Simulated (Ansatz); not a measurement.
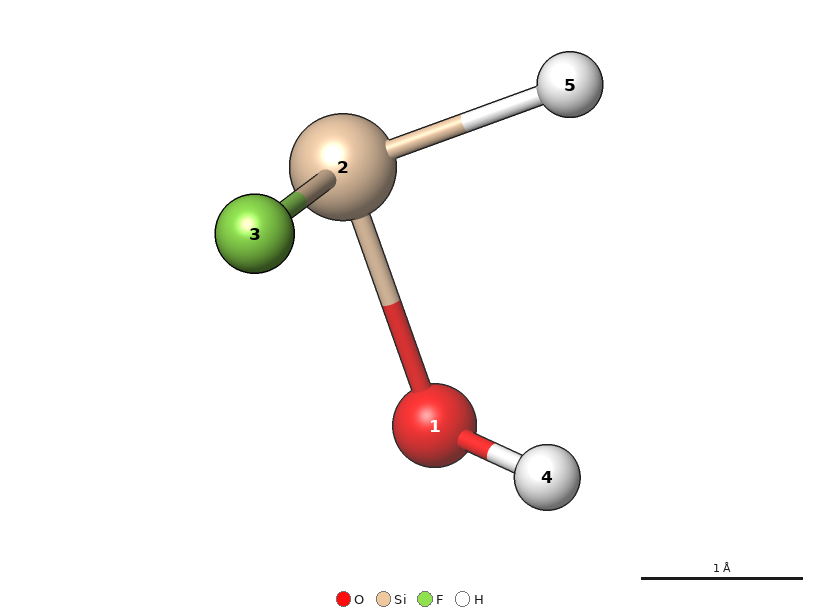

Orthographic view with a scale bar. State: charge −1, singlet. The computed structure is the end point of a PBE-D4/def2-SVPD optimisation. No frequency run is at hand to confirm it as a minimum.

Reconstruct the coordinates (Å) as seen: x to the right, y up, z towards the viewer, origin at the mean of the atomic positions.

```xyz
5
FH2OSi
O    0.03  -0.92  -0.86
Si  -0.54   0.69  -0.34
F   -1.09   0.27   1.29
H    0.73  -1.25  -0.27
H    0.87   1.20   0.18
```
